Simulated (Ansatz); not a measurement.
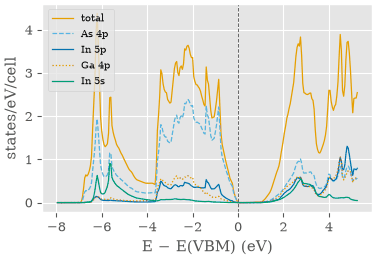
Total and projected density of states of InGaAs2 in space group P-4m2 (No. 115; In on 1d, Ga on 1b, As on 2g), r²SCAN in the plane-wave PAW code Ansatz

**Question.** Which orbitals carry the states next to the gap?

**Answer.** Top 1 eV of the valence band: As 4p 79 %, In 5p 13 %, Ga 4p 5 %. Bottom 1 eV of the conduction band: Ga 4s 29 %, As 4s 23 %, As 4p 19 %, Ga 4p 9 %, In 5p 9 %, In 5s 8 %. Projections are on Löwdin-orthogonalised atomic valence shells; empty p or d shells of many metals are not among them.

**Question.** Where is the tallest occupied peak in this window, and what makes it?

**Answer.** Near -6.2 eV, about 4.4 states/eV per cell; the largest projected share is As 4p.

The workflow started from a Materials Project entry (that database holds measured and hypothetical structures alike); the Crystallography Open Database copy checked does not list it. With In and Ga taken as one species the cell has the higher symmetry F-43m, so it may be an ordered model of a mixed-site phase. Whether it is the stable phase at ambient conditions was not checked. The cell was relaxed with r²SCAN under the symmetry of its start; whether a distortion lowers the energy is not shown. Spin–orbit coupling is left out wherever it is not named.

Potentials: the later of the program's two PAW sets.
